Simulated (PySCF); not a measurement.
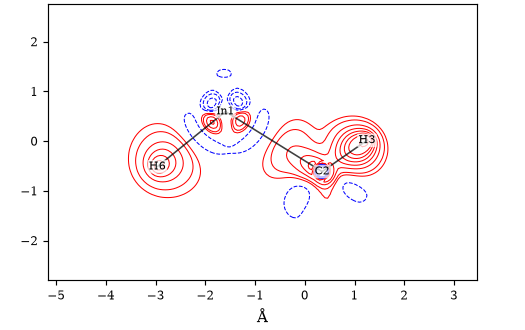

[InMeH3]- (CH6In, charge −1). Deformation density (molecule less spherical, spin-averaged free atoms) in the plane of In1, C2, H3 and H6; contours at ±0.05 to ±0.8 e/Å³; solid red lines: gain, dashed blue lines: loss.

Computed with PySCF, B3LYP/def2-SVPD, geometry: GFN2-xTB. Core potentials replace the inner electrons of In; spin–orbit coupling isn't included. No frequency check shows the geometry to be a minimum. GFN2-xTB bond lengths at metals and heavier atoms can be off by up to 0.1 Å and shapes distorted, which carries into these values.

Coordinates in Å:

```
In1     -0.3306    0.0000    0.0000
C2       1.9584    0.0001    0.0000
H3       2.3937    0.8048    0.6106
H4       2.3937    0.1262   -1.0024
H5       2.3936   -0.9314    0.3918
H6      -0.9106   -1.2824   -1.0627
H7      -0.9104    1.5616   -0.5793
H8      -0.9105   -0.2790    1.6420
```

Question: Describe the bonding that the map shows.

Answer: C2–H3: +0.58 e/Å³ at the bond critical point (bond length 1.10 Å). In1–H6: +0.12 e/Å³ at the bond critical point (bond length 1.76 Å). In1–C2: +0.07 e/Å³ at the bond critical point (bond length 2.29 Å). In all, 1.9 electrons gather in the regions of gain relative to the promolecule of neutral atoms (this includes the anion's extra charge). A small or negative value marks a very polar bond, one between electron-rich atoms, whose free-atom densities already overlap strongly, a long bond to a heavier atom, or a closed-shell contact such as a hydrogen bond.
